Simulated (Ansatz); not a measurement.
# FH4NOSSn: a ladder of functionals and wavefunction methods

Aim: compute FH4NOSSn with functionals from several rungs and with coupled cluster, and see how far each lands from CCSD(T) at the basis-set limit for the atomisation energy.

The runs use Ansatz 0.2.0, Gaussian basis; functionals in def2-TZVPP, the program's frozen cores in correlated methods.

Plan: LDA (SPW92), PBE-D4, revPBE-D4, BLYP-D4, r2SCAN-D4, B97M-V, PBE0-D4, B3LYP-D4, r2SCANh-D4, r2SCAN0-D4, HSE06-D4, BHLYP-D4, CAM-B3LYP-D4, LC-ωPBE, ωB97X-V, ωB97M-V, B2PLYP, PBE-QIDH; CCSD(T)/def2-SVP; CCSD(T)/def2-TZVPP; MP2/def2-QZVPP; extrapolation to the limit; RPA on PBE.

## Step 1: The geometry

The geometry comes from an earlier relaxation with PBE0-D4 in a triple-zeta def2 set; it is a stationary point, not always the lowest conformer. Sn takes the def2 core potential; no spin-orbit term is included.

SMILES `[NH2][Sn]([OH])([F])[SH]`, 9 atoms, charge 0, spin multiplicity 1.

Atoms are counted from 1 here; the program's logs count them from 0.

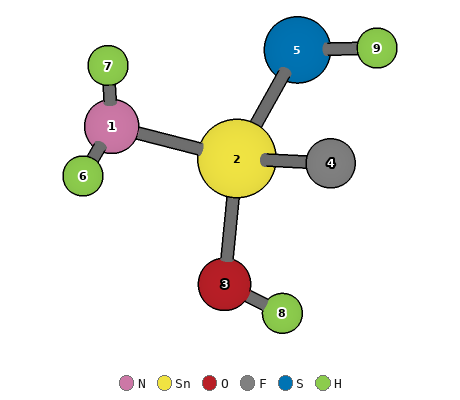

The geometry (nitrogen pink, tin yellow, oxygen red, fluorine grey, sulfur blue, hydrogen green); atoms are numbered from 1 in the order of the file.

## Step 2: LDA

This LDA is Slater exchange with PW92 correlation.

File in.yaml:

```yaml
crystal:
  periodic: [false, false, false]
  atoms:
    - {symbol: N, position_ang: [1.291560, 1.213853, -0.487896]}
    - {symbol: Sn, position_ang: [-0.071718, -0.133739, 0.041078]}
    - {symbol: O, position_ang: [0.931813, -1.790954, 0.164588]}
    - {symbol: F, position_ang: [-1.439572, -0.477803, -1.272315]}
    - {symbol: S, position_ang: [-1.333013, 0.508180, 1.943939]}
    - {symbol: H, position_ang: [1.897338, 0.900076, -1.235277]}
    - {symbol: H, position_ang: [0.909414, 2.118887, -0.727111]}
    - {symbol: H, position_ang: [0.374312, -2.568613, 0.250578]}
    - {symbol: H, position_ang: [-2.471735, 0.183712, 1.305318]}
basis:
  gaussian: {orbitals: def2-TZVPP}
hamiltonian: {xc: lda}
output: {orbitals: {seedname: orbitals}}
```

On the command line:

```sh
ansatz run in.yaml --threads 4 --pin off --events-out ev --progress --plain --max-ram 10444MiB
```

Standard output (excerpt; [...] marks lines left out):

```text
Functional definition: SPW92
  name "SPW92"
  cite "Dirac, Proc. Camb. Phil. Soc. 26, 376 (1930) doi:10.1017/S0305004100016108"
  cite "Slater, Phys. Rev. 81, 385 (1951) doi:10.1103/PhysRev.81.385"
  cite "Perdew & Wang, Phys. Rev. B 45, 13244 (1992) doi:10.1103/PhysRevB.45.13244"
[...]
1370 factors; their error is unknown
[...]
mean field -22900.97378533 eV, -841.5952637734 hartree, gradient 5.2e-5 eV, S^2 0.000000; 0 other end points of the search recorded, 0 dependent functions left out
reference -22900.97383279 eV, -841.5952655173 hartree; 33, 33 occupied and 208, 208 virtual orbitals, 1370 factors
Total energy: -22900.97383279 eV, -841.5952655173 hartree
```

It took 1.6 s on 4 threads of Arm Neoverse V1, shared host; peak memory 0.31 GiB.

Atomisation energy: 3415.0 kJ/mol (free atoms -22865.579 eV, run apart). HOMO -6.84 eV, LUMO -2.83 eV.

## Step 3: PBE-D4 (GGA)

Changes to in.yaml since step 2:

```diff
@@ -14,3 +14,3 @@
   gaussian: {orbitals: def2-TZVPP}
-hamiltonian: {xc: lda}
-output: {orbitals: {seedname: orbitals}}
+hamiltonian: {xc: pbe, dispersion: d4}
+output: {forces: true, orbitals: {seedname: orbitals}}
```

Launched as before.

Standard output (excerpt; [...] marks lines left out):

```text
Functional definition: PBE
  name "PBE"
  cite "Perdew, Burke & Ernzerhof, Phys. Rev. Lett. 77, 3865 (1996) doi:10.1103/PhysRevLett.77.3865"
  parent pbe
[...]
1370 factors; their error is unknown
[...]
mean field -22980.62277039 eV, -844.5223099861 hartree, gradient 3.8e-5 eV, S^2 0.000000; 0 other end points of the search recorded, 0 dependent functions left out
[...]
Atom 5 at     1.897338     0.900076    -1.235277 Å, force     0.185175    -0.106117    -0.266428 eV/Å
Atom 6 at     0.909414     2.118887    -0.727111 Å, force    -0.146345     0.291220    -0.090958 eV/Å
Atom 7 at     0.374312    -2.568613     0.250578 Å, force    -0.302231    -0.358433     0.046019 eV/Å
Atom 8 at    -2.471735     0.183712     1.305318 Å, force    -0.197772    -0.065266    -0.130697 eV/Å
Dipole moment:    -0.005791     0.123478    -0.036926 e Å
```

It took 3.2 s on 4 threads of Arm Neoverse V1, shared host; peak memory 0.32 GiB.

With the free atoms at this level, -22950.005 eV in sum, the atomisation energy is 2975.0 kJ/mol. HOMO -6.67 eV, LUMO -2.53 eV.

## Step 4: revPBE-D4 (GGA)

Changes to in.yaml since step 3:

```diff
@@ -14,3 +14,3 @@
   gaussian: {orbitals: def2-TZVPP}
-hamiltonian: {xc: pbe, dispersion: d4}
-output: {forces: true, orbitals: {seedname: orbitals}}
+hamiltonian: {xc: {name: revPBE}, dispersion: d4}
+output: {orbitals: {seedname: orbitals}}
```

Same command.

Standard output (excerpt; [...] marks lines left out):

```text
Functional definition: revPBE
  name "revPBE"
  cite "Zhang & Yang, Phys. Rev. Lett. 80, 890 (1998) doi:10.1103/PhysRevLett.80.890"
  cite "Perdew, Burke & Ernzerhof, Phys. Rev. Lett. 77, 3865 (1996) doi:10.1103/PhysRevLett.77.3865"
[...]
1370 factors; their error is unknown
[...]
mean field -22989.00034737 eV, -844.8301802618 hartree, gradient 4.6e-5 eV, S^2 0.000000; 0 other end points of the search recorded, 0 dependent functions left out
reference -22989.00041115 eV, -844.8301826055 hartree; 33, 33 occupied and 208, 208 virtual orbitals, 1370 factors
Total energy: -22989.54359006 eV, -844.8501440623 hartree
```

Wall time 3.1 s (4 threads of Arm Neoverse V1, shared host); peak memory 0.32 GiB.

Atomisation energy: 2875.0 kJ/mol (free atoms -22959.746 eV, run apart). HOMO -6.61 eV, LUMO -2.41 eV.

## Step 5: BLYP-D4 (GGA)

Changes to in.yaml since step 4:

```diff
@@ -14,3 +14,3 @@
   gaussian: {orbitals: def2-TZVPP}
-hamiltonian: {xc: {name: revPBE}, dispersion: d4}
+hamiltonian: {xc: {name: BLYP}, dispersion: d4}
 output: {orbitals: {seedname: orbitals}}
```

Same command.

Standard output (excerpt; [...] marks lines left out):

```text
Functional definition: BLYP
  name "BLYP"
  cite "Becke, Phys. Rev. A 38, 3098 (1988) doi:10.1103/PhysRevA.38.3098"
  cite "Lee, Yang & Parr, Phys. Rev. B 37, 785 (1988) doi:10.1103/PhysRevB.37.785"
[...]
1370 factors; their error is unknown
[...]
mean field -22989.33007972 eV, -844.8422977022 hartree, gradient 8.6e-5 eV, S^2 0.000000; 0 other end points of the search recorded, 0 dependent functions left out
reference -22989.33045910 eV, -844.8423116442 hartree; 33, 33 occupied and 208, 208 virtual orbitals, 1370 factors
Total energy: -22989.78471582 eV, -844.8590052707 hartree
```

Run time: 3.6 s. Hardware: 4 threads of Arm Neoverse V1, shared host; peak memory 0.31 GiB.

Atomisation energy: 2917.4 kJ/mol (free atoms -22959.548 eV, run apart). HOMO -6.52 eV, LUMO -2.49 eV.

## Step 6: r2SCAN-D4 (meta-GGA)

Changes to in.yaml since step 5:

```diff
@@ -14,3 +14,3 @@
   gaussian: {orbitals: def2-TZVPP}
-hamiltonian: {xc: {name: BLYP}, dispersion: d4}
-output: {orbitals: {seedname: orbitals}}
+hamiltonian: {xc: r2scan, dispersion: d4}
+output: {forces: true, orbitals: {seedname: orbitals}}
```

Launched as before.

Standard output (excerpt; [...] marks lines left out):

```text
Functional definition: r2SCAN
  name "r2SCAN"
  cite "Furness, Kaplan, Ning, Perdew & Sun, J. Phys. Chem. Lett. 11, 8208 (2020) doi:10.1021/acs.jpclett.0c02405"
  cite "Furness, Kaplan, Ning, Perdew & Sun, J. Phys. Chem. Lett. 11, 9248 (2020) doi:10.1021/acs.jpclett.0c03077"
  parent r2scan
[...]
1370 factors; their error is unknown
[...]
Atom 5 at     1.897338     0.900076    -1.235277 Å, force    -0.008315    -0.000623    -0.040849 eV/Å
Atom 6 at     0.909414     2.118887    -0.727111 Å, force    -0.017248     0.009026    -0.030371 eV/Å
Atom 7 at     0.374312    -2.568613     0.250578 Å, force    -0.052369    -0.020531     0.005806 eV/Å
Atom 8 at    -2.471735     0.183712     1.305318 Å, force     0.006405    -0.007554    -0.017077 eV/Å
Dipole moment:    -0.013255     0.124931    -0.040212 e Å
```

It took 6 s on 4 threads of Arm Neoverse V1, shared host; peak memory 0.34 GiB.

With the free atoms at this level, -22960.459 eV in sum, the atomisation energy is 2901.0 kJ/mol. HOMO -6.99 eV, LUMO -2.28 eV.

## Step 7: B97M-V (meta-GGA)

Changes to in.yaml since step 6:

```diff
@@ -14,3 +14,3 @@
   gaussian: {orbitals: def2-TZVPP}
-hamiltonian: {xc: r2scan, dispersion: d4}
-output: {forces: true, orbitals: {seedname: orbitals}}
+hamiltonian: {xc: {name: B97M-V}}
+output: {orbitals: {seedname: orbitals}}
```

The command is unchanged.

Standard output (excerpt; [...] marks lines left out):

```text
Functional definition: B97M-V
  name "B97M-V"
  cite "Mardirossian & Head-Gordon, J. Chem. Phys. 142, 074111 (2015) doi:10.1063/1.4907719"
  cite "Becke, J. Chem. Phys. 107, 8554 (1997) doi:10.1063/1.475007"
  cite "Vydrov & Van Voorhis, J. Chem. Phys. 133, 244103 (2010) doi:10.1063/1.3521275"
  # Of w^i u^j: cxij and so on, Table III.
[...]
  gx(w, u) = cx00 + cx01*u + cx02*u^2 + (cx10 + cx11*u)*w
[...]
  gos(w, u) = cos00 + cos01*u + cos03*u^3 + cos10*w + cos32*w^3*u^2
[...]
      + integral(e_c_pw_mod_opposite_spin*gos(b97_w_opposite, b97_u_opposite)) + vv10(b, c)
1370 factors; their error is unknown
[...]
mean field -22987.29677339 eV, -844.7675750729 hartree, gradient 1.9e-5 eV, S^2 0.000000; 0 other end points of the search recorded, 0 dependent functions left out
reference -22987.29684769 eV, -844.7675778032 hartree; 33, 33 occupied and 208, 208 virtual orbitals, 1370 factors
Total energy: -22987.29684769 eV, -844.7675778032 hartree
```

It took 12 s on 4 threads of Arm Neoverse V1, shared host; peak memory 0.41 GiB.

With the free atoms at this level, -22956.928 eV in sum, the atomisation energy is 2930.2 kJ/mol. HOMO -7.04 eV, LUMO -2.26 eV.

## Step 8: PBE0-D4 (hybrid)

Changes to in.yaml since step 7:

```diff
@@ -14,3 +14,3 @@
   gaussian: {orbitals: def2-TZVPP}
-hamiltonian: {xc: {name: B97M-V}}
+hamiltonian: {xc: pbe0, dispersion: d4}
 output: {orbitals: {seedname: orbitals}}
```

The command is unchanged.

Standard output (excerpt; [...] marks lines left out):

```text
Functional definition: PBE0
  name "PBE0"
  cite "Adamo & Barone, J. Chem. Phys. 110, 6158 (1999) doi:10.1063/1.478522"
  cite "Perdew, Burke & Ernzerhof, Phys. Rev. Lett. 77, 3865 (1996) doi:10.1103/PhysRevLett.77.3865"
  parent pbe
[...]
1474 factors; their error is unknown
[...]
mean field -22981.69530454 eV, -844.5617248891 hartree, gradient 6.3e-5 eV, S^2 0.000000; 0 other end points of the search recorded, 0 dependent functions left out
reference -22981.69534127 eV, -844.5617262390 hartree; 33, 33 occupied and 208, 208 virtual orbitals, 1474 factors
Total energy: -22981.88026767 eV, -844.5685221591 hartree
```

Wall time 4.8 s (4 threads of Arm Neoverse V1, shared host); peak memory 0.65 GiB.

With the free atoms at this level, -22952.129 eV in sum, the atomisation energy is 2870.6 kJ/mol. HOMO -8.00 eV, LUMO -1.58 eV.

## Step 9: B3LYP-D4 (hybrid)

B3LYP here takes the VWN-RPA correlation.

Changes to in.yaml since step 8:

```diff
@@ -14,3 +14,3 @@
   gaussian: {orbitals: def2-TZVPP}
-hamiltonian: {xc: pbe0, dispersion: d4}
-output: {orbitals: {seedname: orbitals}}
+hamiltonian: {xc: {name: B3LYP}, dispersion: d4}
+output: {forces: true, orbitals: {seedname: orbitals}}
```

The command is unchanged.

Standard output (excerpt; [...] marks lines left out):

```text
Functional definition: B3LYP
  name "B3LYP"
  cite "Stephens, Devlin, Chabalowski & Frisch, J. Phys. Chem. 98, 11623 (1994) doi:10.1021/j100096a001"
  cite "Becke, Phys. Rev. A 38, 3098 (1988) doi:10.1103/PhysRevA.38.3098"
  cite "Lee, Yang & Parr, Phys. Rev. B 37, 785 (1988) doi:10.1103/PhysRevB.37.785"
  cite "Vosko, Wilk & Nusair, Can. J. Phys. 58, 1200 (1980) doi:10.1139/p80-159"
[...]
1426 factors; their error is unknown
[...]
Atom 5 at     1.897338     0.900076    -1.235277 Å, force     0.015173     0.024072    -0.004468 eV/Å
Atom 6 at     0.909414     2.118887    -0.727111 Å, force     0.019081     0.010473    -0.006077 eV/Å
Atom 7 at     0.374312    -2.568613     0.250578 Å, force     0.010141    -0.062673     0.006033 eV/Å
Atom 8 at    -2.471735     0.183712     1.305318 Å, force    -0.003656     0.009847     0.033205 eV/Å
Dipole moment:    -0.021779     0.134602    -0.020763 e Å
```

It took 8 s on 4 threads of Arm Neoverse V1, shared host; peak memory 0.7 GiB.

With the free atoms at this level, -22964.747 eV in sum, the atomisation energy is 2886.1 kJ/mol. HOMO -7.74 eV, LUMO -1.92 eV.

## Step 10: r2SCANh-D4 (hybrid)

Changes to in.yaml since step 9:

```diff
@@ -14,3 +14,3 @@
   gaussian: {orbitals: def2-TZVPP}
-hamiltonian: {xc: {name: B3LYP}, dispersion: d4}
-output: {forces: true, orbitals: {seedname: orbitals}}
+hamiltonian: {xc: {name: r2SCANh}, dispersion: d4}
+output: {orbitals: {seedname: orbitals}}
```

Launched as before.

Standard output (excerpt; [...] marks lines left out):

```text
Functional definition: r2SCANh
  name "r2SCANh"
  cite "Bursch, Neugebauer, Ehlert & Grimme, J. Chem. Phys. 156, 134105 (2022) doi:10.1063/5.0086040"
  cite "Furness, Kaplan, Ning, Perdew & Sun, J. Phys. Chem. Lett. 11, 8208 (2020) doi:10.1021/acs.jpclett.0c02405"
  cite "Furness, Kaplan, Ning, Perdew & Sun, J. Phys. Chem. Lett. 11, 9248 (2020) doi:10.1021/acs.jpclett.0c03077"
  parent r2scan
[...]
1385 factors; their error is unknown
[...]
mean field -22989.69204694 eV, -844.8555997520 hartree, gradient 5.0e-5 eV, S^2 0.000000; 0 other end points of the search recorded, 0 dependent functions left out
reference -22989.69206067 eV, -844.8556002568 hartree; 33, 33 occupied and 208, 208 virtual orbitals, 1385 factors
Total energy: -22989.74852044 eV, -844.8576751151 hartree
```

It took 7.5 s on 4 threads of Arm Neoverse V1, shared host; peak memory 0.66 GiB.

With the free atoms at this level, -22960.078 eV in sum, the atomisation energy is 2862.7 kJ/mol. HOMO -7.48 eV, LUMO -1.94 eV.

## Step 11: r2SCAN0-D4 (hybrid)

Changes to in.yaml since step 10:

```diff
@@ -14,3 +14,3 @@
   gaussian: {orbitals: def2-TZVPP}
-hamiltonian: {xc: {name: r2SCANh}, dispersion: d4}
+hamiltonian: {xc: {name: r2SCAN0}, dispersion: d4}
 output: {orbitals: {seedname: orbitals}}
```

Same command.

Standard output (excerpt; [...] marks lines left out):

```text
Functional definition: r2SCAN0
  name "r2SCAN0"
  cite "Bursch, Neugebauer, Ehlert & Grimme, J. Chem. Phys. 156, 134105 (2022) doi:10.1063/5.0086040"
  cite "Furness, Kaplan, Ning, Perdew & Sun, J. Phys. Chem. Lett. 11, 8208 (2020) doi:10.1021/acs.jpclett.0c02405"
  cite "Furness, Kaplan, Ning, Perdew & Sun, J. Phys. Chem. Lett. 11, 9248 (2020) doi:10.1021/acs.jpclett.0c03077"
  parent r2scan
[...]
1474 factors; their error is unknown
[...]
mean field -22988.56697151 eV, -844.8142539926 hartree, gradient 6.7e-5 eV, S^2 0.000000; 0 other end points of the search recorded, 0 dependent functions left out
reference -22988.56698310 eV, -844.8142544185 hartree; 33, 33 occupied and 208, 208 virtual orbitals, 1474 factors
Total energy: -22988.62986672 eV, -844.8165653488 hartree
```

Wall time 12 s (4 threads of Arm Neoverse V1, shared host); peak memory 0.68 GiB.

Atomisation energy: 2808.1 kJ/mol (free atoms -22959.526 eV, run apart). HOMO -8.21 eV, LUMO -1.43 eV.

## Step 12: HSE06-D4 (hybrid)

HSE06 is the plane-wave form, built on full-range PBE exchange.

Changes to in.yaml since step 11:

```diff
@@ -14,3 +14,3 @@
   gaussian: {orbitals: def2-TZVPP}
-hamiltonian: {xc: {name: r2SCAN0}, dispersion: d4}
+hamiltonian: {xc: hse06, dispersion: d4}
 output: {orbitals: {seedname: orbitals}}
```

The command is unchanged.

Standard output (excerpt; [...] marks lines left out):

```text
Functional definition: HSE06
  name "HSE06"
  cite "Heyd, Scuseria & Ernzerhof, J. Chem. Phys. 118, 8207 (2003) doi:10.1063/1.1564060"
  cite "Krukau, Vydrov, Izmaylov & Scuseria, J. Chem. Phys. 125, 224106 (2006) doi:10.1063/1.2404663"
  cite "Heyd & Scuseria, J. Chem. Phys. 120, 7274 (2004) doi:10.1063/1.1668634"
  cite "Ernzerhof & Perdew, J. Chem. Phys. 109, 3313 (1998) doi:10.1063/1.476928"
[...]
1474 factors; their error is unknown
110 factors; integrals over basis functions are off by at most 4.5e-7 eV
[...]
mean field -22981.17704979 eV, -844.5426793785 hartree, gradient 5.3e-5 eV, S^2 0.000000; 0 other end points of the search recorded, 0 dependent functions left out
reference -22981.17709877 eV, -844.5426811786 hartree; 33, 33 occupied and 208, 208 virtual orbitals, 1474 factors
Total energy: -22981.35204178 eV, -844.5491102156 hartree
```

Run time: 7 s. Hardware: 4 threads of Arm Neoverse V1, shared host; peak memory 0.69 GiB.

Atomisation energy: 2872.3 kJ/mol (free atoms -22951.583 eV, run apart). HOMO -7.60 eV, LUMO -1.95 eV.

## Step 13: BHLYP-D4 (hybrid)

Changes to in.yaml since step 12:

```diff
@@ -14,3 +14,3 @@
   gaussian: {orbitals: def2-TZVPP}
-hamiltonian: {xc: hse06, dispersion: d4}
+hamiltonian: {xc: {name: BHLYP}, dispersion: d4}
 output: {orbitals: {seedname: orbitals}}
```

Launched as before.

Standard output (excerpt; [...] marks lines left out):

```text
Functional definition: BHLYP
  name "BHLYP"
  cite "Becke, J. Chem. Phys. 98, 1372 (1993) doi:10.1063/1.464304"
  cite "Becke, Phys. Rev. A 38, 3098 (1988) doi:10.1103/PhysRevA.38.3098"
  cite "Lee, Yang & Parr, Phys. Rev. B 37, 785 (1988) doi:10.1103/PhysRevB.37.785"
[...]
1576 factors; their error is unknown
[...]
mean field -22986.86594342 eV, -844.7517423632 hartree, gradient 3.7e-5 eV, S^2 0.000000; 0 other end points of the search recorded, 0 dependent functions left out
reference -22986.86613057 eV, -844.7517492411 hartree; 33, 33 occupied and 208, 208 virtual orbitals, 1576 factors
Total energy: -22987.16845592 eV, -844.7628594925 hartree
```

Wall time 3.8 s (4 threads of Arm Neoverse V1, shared host); peak memory 0.68 GiB.

With the free atoms at this level, -22958.680 eV in sum, the atomisation energy is 2748.7 kJ/mol. HOMO -9.15 eV, LUMO -0.65 eV.

## Step 14: CAM-B3LYP-D4 (range-separated)

Changes to in.yaml since step 13:

```diff
@@ -14,3 +14,3 @@
   gaussian: {orbitals: def2-TZVPP}
-hamiltonian: {xc: {name: BHLYP}, dispersion: d4}
+hamiltonian: {xc: {name: CAM-B3LYP}, dispersion: d4}
 output: {orbitals: {seedname: orbitals}}
```

The command is unchanged.

Standard output (excerpt; [...] marks lines left out):

```text
Functional definition: CAM-B3LYP
  name "CAM-B3LYP"
  cite "Yanai, Tew & Handy, Chem. Phys. Lett. 393, 51 (2004) doi:10.1016/j.cplett.2004.06.011"
  cite "Iikura, Tsuneda, Yanai & Hirao, J. Chem. Phys. 115, 3540 (2001) doi:10.1063/1.1383587"
  cite "Becke, Phys. Rev. A 38, 3098 (1988) doi:10.1103/PhysRevA.38.3098"
  cite "Lee, Yang & Parr, Phys. Rev. B 37, 785 (1988) doi:10.1103/PhysRevB.37.785"
[...]
  # Exact exchange under (alpha + beta erf(omega r))/r, Becke's under what is left of 1/r.
[...]
1426 factors; their error is unknown
312 factors; integrals over basis functions are off by at most 8.9e-6 eV
[...]
mean field -22989.82901605 eV, -844.8606332740 hartree, gradient 4.8e-5 eV, S^2 0.000000; 0 other end points of the search recorded, 0 dependent functions left out
reference -22989.82915315 eV, -844.8606383125 hartree; 33, 33 occupied and 208, 208 virtual orbitals, 1426 factors
Total energy: -22990.02087303 eV, -844.8676838878 hartree
```

It took 4.3 s on 4 threads of Arm Neoverse V1, shared host; peak memory 0.73 GiB.

With the free atoms at this level, -22959.889 eV in sum, the atomisation energy is 2907.2 kJ/mol. HOMO -9.36 eV, LUMO -0.62 eV.

## Step 15: LC-ωPBE (range-separated)

Changes to in.yaml since step 14:

```diff
@@ -14,3 +14,3 @@
   gaussian: {orbitals: def2-TZVPP}
-hamiltonian: {xc: {name: CAM-B3LYP}, dispersion: d4}
+hamiltonian: {xc: {name: LC-wPBE}}
 output: {orbitals: {seedname: orbitals}}
```

Launched as before.

Standard output (excerpt; [...] marks lines left out):

```text
Functional definition: LC-wPBE
  name "LC-wPBE"
  cite "Vydrov & Scuseria, J. Chem. Phys. 125, 234109 (2006) doi:10.1063/1.2409292"
  cite "Heyd & Scuseria, J. Chem. Phys. 120, 7274 (2004) doi:10.1063/1.1668634"
  cite "Ernzerhof & Perdew, J. Chem. Phys. 109, 3313 (1998) doi:10.1063/1.476928"
  cite "Perdew, Burke & Ernzerhof, Phys. Rev. Lett. 77, 3865 (1996) doi:10.1103/PhysRevLett.77.3865"
  parent pbe
[...]
1370 factors; their error is unknown
414 factors; integrals over basis functions are off by at most 1.7e-5 eV
[...]
mean field -22986.23931715 eV, -844.7287142725 hartree, gradient 3.5e-5 eV, S^2 0.000000; 0 other end points of the search recorded, 0 dependent functions left out
reference -22986.23931715 eV, -844.7287142728 hartree; 33, 33 occupied and 208, 208 virtual orbitals, 1370 factors
Total energy: -22986.23931715 eV, -844.7287142728 hartree
```

Run time: 2.9 s. Hardware: 4 threads of Arm Neoverse V1, shared host; peak memory 0.44 GiB.

With the free atoms at this level, -22956.397 eV in sum, the atomisation energy is 2879.3 kJ/mol. HOMO -10.79 eV, LUMO 0.70 eV.

## Step 16: ωB97X-V (range-separated)

Changes to in.yaml since step 15:

```diff
@@ -14,3 +14,3 @@
   gaussian: {orbitals: def2-TZVPP}
-hamiltonian: {xc: {name: LC-wPBE}}
+hamiltonian: {xc: {name: wB97X-V}}
 output: {orbitals: {seedname: orbitals}}
```

The command is unchanged.

Standard output (excerpt; [...] marks lines left out):

```text
Functional definition: wB97X-V
  name "wB97X-V"
  cite "Mardirossian & Head-Gordon, Phys. Chem. Chem. Phys. 16, 9904 (2014) doi:10.1039/C3CP54374A"
  cite "Becke, J. Chem. Phys. 107, 8554 (1997) doi:10.1063/1.475007"
  cite "Vydrov & Van Voorhis, J. Chem. Phys. 133, 244103 (2010) doi:10.1063/1.3521275"
[...]
      + integral(e_c_pw_opposite_spin*poly(b97_u_opposite, cos0, cos1)) + vv10(b, c)
1421 factors; their error is unknown
294 factors; integrals over basis functions are off by at most 9.8e-6 eV
[...]
mean field -22987.63357001 eV, -844.7799521203 hartree, gradient 4.6e-5 eV, S^2 0.000000; 0 other end points of the search recorded, 0 dependent functions left out
reference -22987.63356763 eV, -844.7799520327 hartree; 33, 33 occupied and 208, 208 virtual orbitals, 1421 factors
Total energy: -22987.63356763 eV, -844.7799520327 hartree
```

Wall time 9.1 s (4 threads of Arm Neoverse V1, shared host); peak memory 0.79 GiB.

With the free atoms at this level, -22957.257 eV in sum, the atomisation energy is 2930.9 kJ/mol. HOMO -10.40 eV, LUMO 0.54 eV.

(Part 1 of 2 ends here.)
